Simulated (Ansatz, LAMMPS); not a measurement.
# Elastic response of amorphous Ge (61 atoms)

How stiff is amorphous Ge (61 atoms), and how do its levels respond to strain?

Program: Ansatz 0.2.0. Level of theory: Kohn-Sham DFT, PBEsol, PAW (set soft_1), plane waves. Results are calculated unless marked as measured.

### 1. The structure

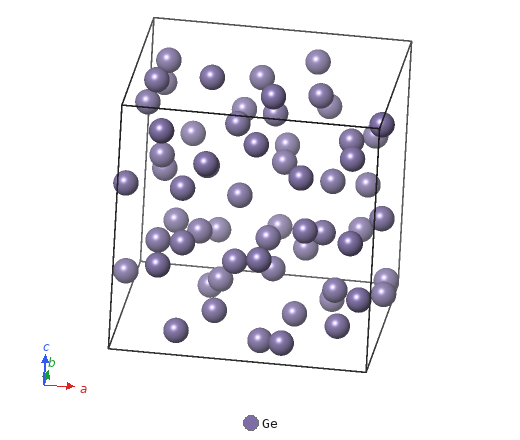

The starting structure, seen slightly off an axis (germanium purple). Some periodic images of atoms are drawn too.

The cell holds 61 atoms: 61 Ge. Its edges and angles: a = 11.317 Å, b = 11.317 Å, c = 11.317 Å, α = 90.0°, β = 90.0°, γ = 90.0°. 61 atoms (61 Ge) placed at random at 5.08 g/cm³, melted at 3500 K for 10 ps at fixed volume with the Tersoff potential (Tersoff, Phys. Rev. B 39, 5566 (1989)). Quenched from 3500 K to 100 K at 5 K/ps and fixed volume, held 5 ps, then minimised at fixed cell.

Limits known from the start: The quench rate of 5 K/ps is orders of magnitude faster than experiment, which tends to freeze in extra defects. The starting topology of bonds comes from the classical model, and needn't be the one that DFT or experiment would give. Only the Γ point is sampled.

### 2. Single point at the start

A single point comes first, to see the forces before anything moves.

The input, input.yaml:

```yaml
crystal:
  lattice:
    - [11.3168, 0.0, 0.0]
    - [0.0, 11.3168, 0.0]
    - [0.0, 0.0, 11.3168]
  atoms:
    - { symbol: Ge, position: [0.17131, 0.01301, 0.35593] }
    - { symbol: Ge, position: [0.50138, 0.24968, 0.79611] }
    - { symbol: Ge, position: [0.37686, 0.92714, 0.68569] }
    - { symbol: Ge, position: [0.52992, 0.62383, 0.79203] }
    - { symbol: Ge, position: [0.30474, 0.90705, 0.1928] }
    - { symbol: Ge, position: [0.89025, 0.91862, 0.63002] }
    - { symbol: Ge, position: [0.29517, 0.4511, 0.61902] }
    - { symbol: Ge, position: [0.32348, 0.12961, 0.74392] }
    - { symbol: Ge, position: [0.41687, 0.55272, 0.47197] }
    - { symbol: Ge, position: [0.77043, 0.57778, 0.55418] }
    - { symbol: Ge, position: [0.95445, 0.01809, 0.28606] }
    - { symbol: Ge, position: [0.09307, 0.75004, 0.9239] }
    - { symbol: Ge, position: [0.24005, 0.22056, 0.37956] }
    - { symbol: Ge, position: [0.66083, 0.76156, 0.20438] }
    - { symbol: Ge, position: [0.68754, 0.18668, 0.70038] }
    - { symbol: Ge, position: [0.18613, 0.90873, 0.57546] }
    - { symbol: Ge, position: [0.87214, 0.28571, 0.7605] }
    - { symbol: Ge, position: [0.84197, 0.50303, 0.75278] }
    - { symbol: Ge, position: [0.9025, 0.08396, 0.48868] }
    - { symbol: Ge, position: [0.66659, 0.42296, 0.05614] }
    - { symbol: Ge, position: [0.26849, 0.56761, 0.30632] }
    - { symbol: Ge, position: [0.45061, 0.81459, 0.86434] }
    - { symbol: Ge, position: [0.24889, 0.07906, 0.07099] }
    - { symbol: Ge, position: [0.1497, 0.08557, 0.87818] }
    - { symbol: Ge, position: [0.37509, 0.2457, 0.10574] }
    - { symbol: Ge, position: [0.10238, 0.73185, 0.48823] }
    - { symbol: Ge, position: [0.98428, 0.42042, 0.47847] }
    - { symbol: Ge, position: [0.55575, 0.06135, 0.39718] }
    - { symbol: Ge, position: [0.53677, 0.94367, 0.21403] }
    - { symbol: Ge, position: [0.22591, 0.24863, 0.59198] }
    - { symbol: Ge, position: [0.82412, 0.3619, 0.19075] }
    - { symbol: Ge, position: [0.10821, 0.55192, 0.6085] }
    - { symbol: Ge, position: [0.54829, 0.43009, 0.35418] }
    - { symbol: Ge, position: [0.06425, 0.9135, 0.77152] }
    - { symbol: Ge, position: [0.98474, 0.70294, 0.12331] }
    - { symbol: Ge, position: [0.77484, 0.74299, 0.01193] }
    - { symbol: Ge, position: [0.70028, 0.9707, 0.71419] }
    - { symbol: Ge, position: [0.65934, 0.06392, 0.06432] }
    - { symbol: Ge, position: [0.00688, 0.2414, 0.59442] }
    - { symbol: Ge, position: [0.55919, 0.56218, 0.18139] }
    - { symbol: Ge, position: [0.29936, 0.76856, 0.01462] }
    - { symbol: Ge, position: [0.88851, 0.75058, 0.48906] }
    - { symbol: Ge, position: [0.44365, 0.24161, 0.31537] }
    - { symbol: Ge, position: [0.29959, 0.41751, 0.99279] }
    - { symbol: Ge, position: [0.00075, 0.47866, 0.14834] }
    - { symbol: Ge, position: [0.76264, 0.39592, 0.40843] }
    - { symbol: Ge, position: [0.55355, 0.9008, 0.56564] }
    - { symbol: Ge, position: [0.08641, 0.41251, 0.96453] }
    - { symbol: Ge, position: [0.15568, 0.74802, 0.27395] }
    - { symbol: Ge, position: [0.04029, 0.56577, 0.8142] }
    - { symbol: Ge, position: [0.55816, 0.24213, 0.00158] }
    - { symbol: Ge, position: [0.56998, 0.67126, 0.58042] }
    - { symbol: Ge, position: [0.86474, 0.81286, 0.28149] }
    - { symbol: Ge, position: [0.12605, 0.40486, 0.31377] }
    - { symbol: Ge, position: [0.65366, 0.90332, 0.9158] }
    - { symbol: Ge, position: [0.35725, 0.58306, 0.11175] }
    - { symbol: Ge, position: [0.98596, 0.21922, 0.93612] }
    - { symbol: Ge, position: [0.70737, 0.56945, 0.90226] }
    - { symbol: Ge, position: [0.86318, 0.15018, 0.12272] }
    - { symbol: Ge, position: [0.40491, 0.44733, 0.80236] }
    - { symbol: Ge, position: [0.71432, 0.19058, 0.48404] }
kpoints:
  mp_grid: { grid: [1, 1, 1] }
hamiltonian:
  xc: pbesol
  pseudopotentials: { kind: paw, azcp: { folder: soft_1 }, xc_functional: pbe }
scf:
  occupations: { method: gaussian, width: 0.025 }
output:
  forces: true
```

The run is started by

```sh
$ ansatz run input.yaml --threads 4 --pin off --max-ram 8192MiB --backend cpu --events-out ev --progress --plain --runs-dir out
```

Numbers of over 12 decimals in the logs are rounded to 6 here.

The log of the run:

```text
Engine: ansatz 0.2.0, aarch64-unknown-linux-gnu
Pseudopotentials: kind: paw
Pseudopotential: Ge, paw, valence charge 14, recommended cutoff 420 eV (normal), soft_1/Ge.paw.azcp
[... 3 lines on functional and potentials left out ...]
Crystal: 61 atoms, lattice volume = 1449.342 Å³
Basis set: ecut = 420 eV, 28353 PW (Γ), exchange–correlation on 160×160×160 points (8 copies of the dense FFT grid, shifted against one another)
Bands: 488, of which v1, the nominal top of the filled ones, is band 427 counted from 1 (426 counted from 0)
Symmetry: 1 space group operations
Space group: P1 (ITA 1), of the structure as read, at distance tolerance 1.1e-4 Å
k-points: 1
[... 4 lines on functional and potentials left out ...]
Initial density: superposition of atomic densities (chi_scale 0.1, normalization cell)
Initial wavefunctions: pseudopotential atomic-orbital guess
Functional: x = pbesol(κ = 0.804, μ = 0.123457), c = pbesol(β = 0.046)
SCF iter   1: F=—  HF=-259452.552388 eV  |F-HF|=—  |Δ(HF+E_count)|=         —  Δρ=3.21e-2  dr2=1.72e1  ethr=3.10e-3  ⟨swp⟩=6.0  Hψ=1764  notcnv=0
preconditioner: auto → Resta (q_TF=auto, 2.498 Å⁻¹)  ε∞=2.8  [insulator: Δε(μ)=0.245 eV  Ē_g=21.270 eV  σ=0.025 eV  W_gap=1.00  n_scr=388 (ndim 8)  ℏωp=28.5 eV  f_vac=0.048  D(μ)=0.00/eV (n_scr^D=0)  ε∞_Penn≈2.8]
SCF iter   2: F=—  HF=-259450.536230 eV  |F-HF|=—  |Δ(HF+E_count)|=    2.02e0  Δρ=1.83e-2  dr2=7.36e0  ethr=2.01e-3  ⟨swp⟩=2.0  Hψ=580  notcnv=0  defer=51
preconditioner: auto → LDOS  [metal: Δε(μ)=0.016 eV  Ē_g=21.369 eV  σ=0.025 eV  W_gap=0.35  n_scr=388 (ndim 8)  ℏωp=28.5 eV  f_vac=0.059  D(μ)=81.60/eV (n_scr^D=798)  β→1.0]
SCF iter   3: F=—  HF=-259449.630291 eV  |F-HF|=—  |Δ(HF+E_count)|=   9.06e-1  Δρ=4.75e-3  dr2=5.60e-1  ethr=8.62e-4  ⟨swp⟩=2.0  Hψ=538  notcnv=0  defer=51
SCF iter   4: F=—  HF=-259449.657199 eV  |F-HF|=—  |Δ(HF+E_count)|=   2.69e-2  Δρ=2.68e-3  dr2=3.84e-1  ethr=6.56e-5  ⟨swp⟩=4.0  Hψ=884  notcnv=0  defer=51
SCF iter   5: F=—  HF=-259449.560930 eV  |F-HF|=—  |Δ(HF+E_count)|=   9.63e-2  Δρ=5.77e-4  dr2=1.27e-2  ethr=4.50e-5  ⟨swp⟩=4.0  Hψ=879  notcnv=0  defer=51
SCF iter   6: F=—  HF=-259449.561971 eV  |F-HF|=—  |Δ(HF+E_count)|=   1.04e-3  Δρ=2.43e-4  dr2=2.26e-3  ethr=1.49e-6  ⟨swp⟩=2.0  Hψ=848  notcnv=0  defer=51
SCF iter   7: F=—  HF=-259449.561820 eV  |F-HF|=—  |Δ(HF+E_count)|=   1.51e-4  Δρ=7.01e-5  dr2=2.27e-4  ethr=2.65e-7  ⟨swp⟩=2.0  Hψ=848  notcnv=0  defer=51
SCF iter   8: F=—  HF=-259449.561807 eV  |F-HF|=—  |Δ(HF+E_count)|=   1.30e-5  Δρ=2.70e-5  dr2=2.62e-5  ethr=2.66e-8  ⟨swp⟩=2.0  Hψ=864  notcnv=0  defer=51
SCF iter   9: F=—  HF=-259449.560980 eV  |F-HF|=—  |Δ(HF+E_count)|=   8.27e-4  Δρ=9.31e-6  dr2=1.96e-6  ethr=3.06e-9  ⟨swp⟩=3.0  Hψ=1051  notcnv=0  defer=51
SCF iter  10: F=—  HF=-259449.560981 eV  |F-HF|=—  |Δ(HF+E_count)|=   8.29e-7  Δρ=3.15e-6  dr2=2.51e-7  ethr=2.30e-10  ⟨swp⟩=2.0  Hψ=865  notcnv=0  defer=51
SCF iter  11: F=-259449.560981 eV  HF=-259449.560981 eV  |F-HF|=2.36e-9  |Δ(HF+E_count)|=   1.04e-7  Δρ=1.14e-6  dr2=2.88e-8  ethr=1.17e-11  ⟨swp⟩=4.0  Hψ=1432  notcnv=0
SCF 1 converged in 11 iterations: F = -259449.560981 eV  dr2 = 2.88e-8
  greatest PAW one-centre occupation: 0.998 electrons in one spin orbital (limit 2), on the Ge atom at site 45 (counted from 0), in its partial waves of l = 2
SCF converged after 11 iterations
Free energy (F): -259449.560981 eV
Harris-Foulkes:  -259449.560981 eV  (|F-HF|=2.36e-9)
Internal energy: -259449.558832 eV  (E = F + TS)
E sigma→0 (E₀):  -259449.559906 eV
Entropy (-TS):   -0.002149 eV (-0.035 meV/atom)
Fermi energy:    7.471210 eV
--- Per-component energies (eV) ---
  E_band       = -9743.581199
  E_kinetic    = 5644.133809
  E_local      = -143378.989760  (includes V_loc(G=0)·N_el)
  E_nonlocal   = 13339.802491
  E_hartree    = 68158.294153
  E_xc         = -4330.825943
  E_vxc        = -3964.595986  (∫ρ·V_xc dr)
  E_paw        = -120265.213759  (= ΣΔE_a)
  E_vpaw       = -17700.509319  (= ΣTr[D̂ρ^β])
  E_aug_tail   = 0.000932  (compensation charges beyond the density's cutoff)
  E_ewald      = -78672.754960
  E_core_change = 55.994204  (= ΣΔE_core)
  E_smearing   = -0.002149  (= −TS)
  E_closure    = -0.000000  (closes the sum)
  Σ components = -259449.560981   (vs F -259449.560981, Δ=0.00e0)
--- Forces (eV/Å), atoms counted from 1 ---
  atom   1  Ge    -0.51353983    -0.17447800     0.16679779
  atom   2  Ge    -0.06074655     0.29575448    -0.04760449
  atom   3  Ge     0.12455260     0.04768246    -0.29084018
  atom   4  Ge    -0.30505270     0.05225592     0.24168502
  atom   5  Ge     0.61520287    -0.22335713    -0.05926783
  atom   6  Ge    -0.39501917     0.03744010     0.41337180
  atom   7  Ge     0.23749236     0.06012057     0.06620256
  atom   8  Ge     0.36094768    -0.16114142     0.20390104
  atom   9  Ge    -0.02162168    -0.29385805    -0.17147331
  atom  10  Ge    -0.26012339    -0.20701938    -0.10174967
  atom  11  Ge     0.17094478     0.03351809     0.02730645
  atom  12  Ge    -0.19581213     0.02224929     0.20516398
  atom  13  Ge     0.14998808     0.37303366     0.05696222
  atom  14  Ge     0.04672516    -0.06847814    -0.47565276
[...]
atom  60  Ge     0.04208217    -0.08312838     0.04994291
  atom  61  Ge     0.02726259     0.15300881    -0.15666594
  max |Σ_I F_I| component: 1.82e-5 eV/Å
```

Run time: 18 s. Hardware: 4 threads of Arm Neoverse V2, shared host; peak memory 2.1 GiB.

The r.m.s. force at the start is 0.23 eV/Å.

### 3. Cell and atoms relaxed

The cell is relaxed with the atoms, since the starting lattice needn't suit this functional.

The input, input.yaml:

```yaml
crystal:
  lattice:
    - [11.3168, 0.0, 0.0]
    - [0.0, 11.3168, 0.0]
    - [0.0, 0.0, 11.3168]
  atoms:
    [... the 61 atom lines of step 2 ...]
kpoints:
  mp_grid: { grid: [1, 1, 1] }
hamiltonian:
  xc: pbesol
  pseudopotentials: { kind: paw, azcp: { folder: soft_1 }, xc_functional: pbe }
scf:
  occupations: { method: gaussian, width: 0.025 }
output:
  forces: true
relax:
  f_tol: 0.05
  max_steps: 150
  cell: {}
```

The log of the run:

```text
[...]
Crystal: 61 atoms, lattice volume = 1449.342 Å³
Basis set: ecut = 420 eV, 28353 PW (Γ), exchange–correlation on 160×160×160 points (8 copies of the dense FFT grid, shifted against one another)
Bands: 513, of which v1, the nominal top of the filled ones, is band 427 counted from 1 (426 counted from 0)
Symmetry: 1 space group operations
[...]
k-points: 1
[...]
SCF iter   1: F=—  HF=-259452.551312 eV  |F-HF|=—  |Δ(HF+E_count)|=         —  Δρ=3.21e-2  dr2=1.72e1  ethr=3.10e-3  ⟨swp⟩=6.0  Hψ=1836  notcnv=0
[...]
SCF iter  10: F=—  HF=-259449.560981 eV  |F-HF|=—  |Δ(HF+E_count)|=   4.48e-7  Δρ=3.69e-6  dr2=3.95e-7  ethr=3.69e-10  ⟨swp⟩=2.0  Hψ=865  notcnv=0  defer=76
SCF iter  11: F=-259449.560981 eV  HF=-259449.560981 eV  |F-HF|=4.74e-9  |Δ(HF+E_count)|=   4.81e-8  Δρ=1.37e-6  dr2=3.49e-8  ethr=1.17e-11  ⟨swp⟩=4.0  Hψ=1465  notcnv=0
SCF 1 converged in 11 iterations: F = -259449.560981 eV  dr2 = 3.49e-8
[...]
relax step   1: F+E_penalty+E_count = -259449.56098115 eV  Δ(F+E_penalty+E_count) = +0.000e0 eV  max|allowed force component| = 7.114e-1 eV/Å  Δτ_max = 0.0000 Å  P = -0.254 GPa  Ω = 1449.342 Å³  (11 SCF iters, dr2 threshold 1.00e-7 eV, accepted)
[... from here on, the SCF cycles and remarks between the steps are left out ...]
relax step   2: F+E_penalty+E_count = -259450.88281180 eV  Δ(F+E_penalty+E_count) = -1.322e0 eV  max|allowed force component| = 3.988e-1 eV/Å  Δτ_max = 0.1948 Å  P = -0.288 GPa  Ω = 1445.743 Å³  energy of the carried Pulay correction = +6.109e-4 eV  (9 SCF iters, dr2 threshold 6.10e-6 eV, accepted)
relax step   3: F+E_penalty+E_count = -259451.19557464 eV  Δ(F+E_penalty+E_count) = -3.128e-1 eV  max|allowed force component| = 2.693e-1 eV/Å  Δτ_max = 0.2000 Å  P = -0.023 GPa  Ω = 1436.778 Å³  energy of the carried Pulay correction = +2.139e-3 eV  (8 SCF iters, dr2 threshold 6.10e-6 eV, accepted)
relax step   4: F+E_penalty+E_count = -259451.27147520 eV  Δ(F+E_penalty+E_count) = -7.590e-2 eV  max|allowed force component| = 1.190e-1 eV/Å  Δτ_max = 0.0530 Å  P = +0.007 GPa  Ω = 1435.399 Å³  energy of the carried Pulay correction = +2.375e-3 eV  (7 SCF iters, dr2 threshold 4.53e-6 eV, accepted)
relax step   5: F+E_penalty+E_count = -259451.17660019 eV  Δ(F+E_penalty+E_count) = +9.488e-2 eV  max|allowed force component| = 3.707e-1 eV/Å  Δτ_max = 0.2000 Å  P = +0.003 GPa  Ω = 1432.501 Å³  energy of the carried Pulay correction = +2.872e-3 eV  (10 SCF iters, dr2 threshold 8.85e-7 eV, rejected (line search))
relax step   6: F+E_penalty+E_count = -259451.31090059 eV  Δ(F+E_penalty+E_count) = -3.943e-2 eV  max|allowed force component| = 5.298e-2 eV/Å  Δτ_max = 0.0980 Å  P = -0.008 GPa  Ω = 1434.296 Å³  energy of the carried Pulay correction = +2.564e-3 eV  (15 SCF iters, accepted)
relax step   7: F+E_penalty+E_count = -259451.31569064 eV  Δ(F+E_penalty+E_count) = -4.790e-3 eV  max|allowed force component| = 3.304e-2 eV/Å  Δτ_max = 0.0291 Å  P = +0.008 GPa  Ω = 1433.529 Å³  energy of the carried Pulay correction = +2.695e-3 eV  (8 SCF iters, dr2 threshold 1.75e-7 eV, accepted)
relax step   8: F+E_penalty+E_count = -259451.31553743 eV  Δ(F+E_penalty+E_count) = +1.532e-4 eV  max|allowed force component| = 3.298e-2 eV/Å  Δτ_max = 0.0000 Å  P = +0.010 GPa  Ω = 1433.529 Å³  stress off target by 3.07e-2 GPa  SCF on the basis re-selected at this cell (its energy is not comparable with the rows above)  (7 SCF iters)
basis re-selected at this cell: Δ(F+E_penalty+E_count) = +1.532e-4 eV, ΔP = +0.002 GPa vs the last step (what re-selecting the basis moved, of the pressure what is left beyond the Pulay correction that the steps carried, after the strain that the cell walked since its last selection, [...]
SCF converged after 7 iterations
Free energy (F): -259451.315537 eV
[...]
Internal energy: -259451.315537 eV  (E = F + TS)
E sigma→0 (E₀):  -259451.315537 eV
Fermi energy:    7.602261 eV
[...]
Σ components = -259451.315537   (vs F -259451.315537, Δ=0.00e0)
--- Forces (eV/Å), atoms counted from 1 ---
  atom   1  Ge     0.00294857     0.00450199     0.01912057
  atom   2  Ge     0.00005896    -0.00031933     0.00012704
  atom   3  Ge    -0.00061788     0.00257355    -0.00372997
  atom   4  Ge    -0.00073046     0.00192785    -0.00515121
[...]
atom  61  Ge    -0.00758685     0.01032606    -0.00868905
  max |Σ_I F_I| component: 9.50e-7 eV/Å
--- Stress (GPa, compression-positive) ---
        0.022632      -0.016612      -0.005950
       -0.016612      -0.005884      -0.006203
       -0.005950      -0.006203       0.012763
  P = ⅓ Tr σ = 0.0098 GPa (0.098 kbar)
--- Relaxed structure (7 steps of the walk, 6 accepted, 1 SCFs on fresh bases) ---
  F+E_penalty+E_count = -259451.31553743 eV   max|allowed force component| = 3.298e-2 eV/Å   (the final SCF, on the basis selected at the relaxed cell)
  cell:  # Å, volume = 1433.5292 Å³
    - [11.526223, -0.233539, -0.230408]
    - [-0.233539, 11.122762, 0.194420]
    - [-0.230408, 0.194420, 11.194278]
  atoms:
    - { symbol: Ge, position: [0.142933, 0.00320504, 0.377778] }
    - { symbol: Ge, position: [0.508321, 0.258636, 0.789245] }
    - { symbol: Ge, position: [0.377447, 0.929204, 0.688300] }
    - { symbol: Ge, position: [0.528344, 0.630277, 0.791243] }
[...]
- { symbol: Ge, position: [0.717031, 0.192764, 0.472184] }
```

The job ended after 2.5 min (4 threads; peak memory 2.2 GiB).

The relaxation converged after 7 steps, with a largest force component of 0.033 eV/Å.

(Continued in part 2 of 3.)

[Logs are printed without paths, hosts, clocks, repeated set-up lines and the standing remarks that a program may print on its own settings, such as how far it seeks lower states.]

[Hosts, paths, dates, database ids (printed as entryN), source tags and the programs' standing remarks are cut or masked in the printed files.]
